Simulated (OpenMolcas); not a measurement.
```
&GATEWAY
Basis set
V.ANO-RCC-VTZP.
V1 0.0 0.0 0.0 Angstrom
End of basis
Basis set
F.ANO-RCC-VDZP.
L1 1.860000 0.000000 0.000000 Angstrom
L2 0.000000 1.860000 0.000000 Angstrom
L3 0.000000 0.000000 1.860000 Angstrom
End of basis
Basis set
Cs.EMB-AIMP.Seijo.0s.0s.ECP.Cs2GeF6.
PseudoCharge
* 16 symmetry-unique lattice sites within 7.6 angstrom
End of basis
Basis set
F.EMB-AIMP.Seijo.0s.0s.ECP.Cs2GeF6.
PseudoCharge
* 27 symmetry-unique lattice sites within 7.6 angstrom
End of basis
Basis set
Ge.EMB-AIMP.Seijo.0s.0s.ECP.Cs2GeF6.
PseudoCharge
* 6 symmetry-unique lattice sites within 7.6 angstrom
End of basis
Symmetry
XYZ
AngMom=0.0 0.0 0.0
AMFI
RICD
XField
1358 Angstrom 0
* Evjen-weighted lattice charges
&SEWARD
&RASSCF
FileOrb=start.orb
Symmetry=1
Spin=2
nActEl=1 0 0
Inactive=18 21
Ras2=5 0
CIRoot=5 5 1
SDav=5
CIMx=300
Iter=150 100
PrWF=0.3
OrbListing=Nothing
MaxOrb=0
LevShft=1.0
>>> COPY $Project.JobIph JOB001
&RASSI
NrOfJobIphs=1 5
1 2 3 4 5
IphNames
JOB001
EJob
SpinOrbit
DIPRint=1.0
SOCoupling=1000.0
Subsets=2
Property=9
'ANGMOM' 1 'ANGMOM' 2 'ANGMOM' 3 'MLTPL  1' 1 'MLTPL  1' 2 'MLTPL  1' 3
'AMFI' 1 'AMFI' 2 'AMFI' 3
SOProperty=3
'ANGMOM' 1 'ANGMOM' 2 'ANGMOM' 3
>>> COPY JOB001 $Project.JobIph
&CASPT2
Multistate=5 1 2 3 4 5
NoMult
Frozen=5 6
IPEA=0.25
Imaginary=0.1
MaxIter=60
WThr=0.0 0.3 0.05
PrWF=0.5
NoMix
```

Command:
```bash
OMP_NUM_THREADS=1 MOLCAS_MEM=2457 MOLCAS_PROJECT=a pymolcas a.inp > a.log  # once for each step of the input, in one work folder
```

The CASPT2 energies were then put on the diagonal of the RASSI spin-orbit matrix.

Level of the calculation: state-averaged SS-CASPT2, IPEA shift 0.25, imaginary shift 0.1 hartree, closed shells 3s 3p correlated, active space 1 electron in the shell 3d, basis ANO-RCC-VTZP on the metal and ANO-RCC-VDZP on the ligands, DKH2 scalar Hamiltonian, spin-orbit coupling by RASSI with atomic mean-field integrals (OpenMolcas).

V⁴⁺ (3d) as a dopant in Cs₂GeF₆, a cluster with its 6 nearest F⁻ at 1.860 Å (octahedron) embedded in model potentials and point charges; the geometry was set, not optimised. The cluster and the levels that result:

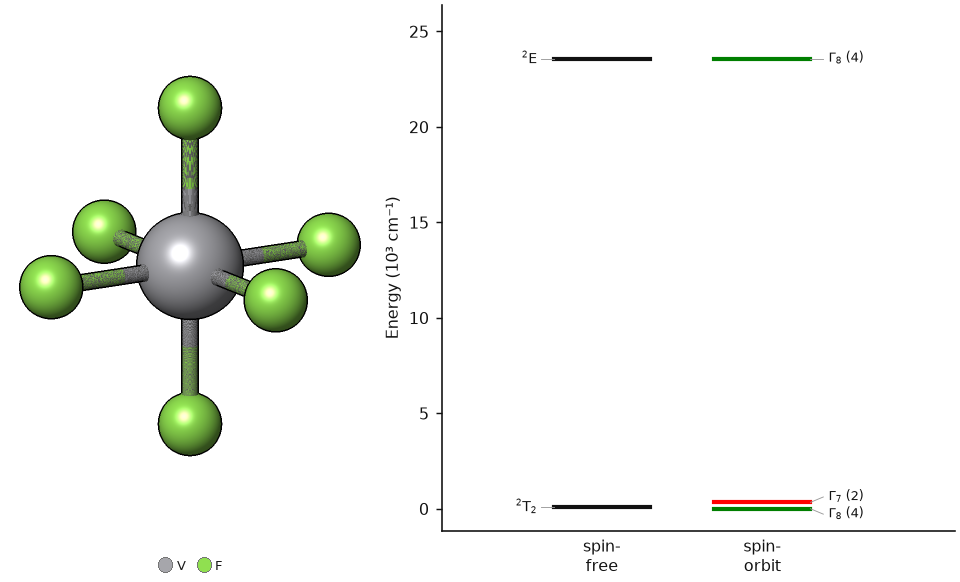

Labels give the representation in O, Td, D4 or D3 as the site allows (double group for half-integer spin) where it could be assigned and, in brackets, the degeneracy; spin-free states, where drawn, share the zero of the spin-orbit levels.

The ground level is Γ₈, 4-fold degenerate, 100 % from states of spin multiplicity 2. The next level lies at 334 cm⁻¹ (Γ₇). The lowest spin-free state is ²T₂; of the same spin there follows at 23,500 cm⁻¹ (²E) above it. A ligand-field fit to the spin-free states gives |10Dq| = 23,500 cm⁻¹.

Note: covalent bonds, ligand orbitals missing from the active space; the geometry is set by hand, with no relaxation and no charge compensation.
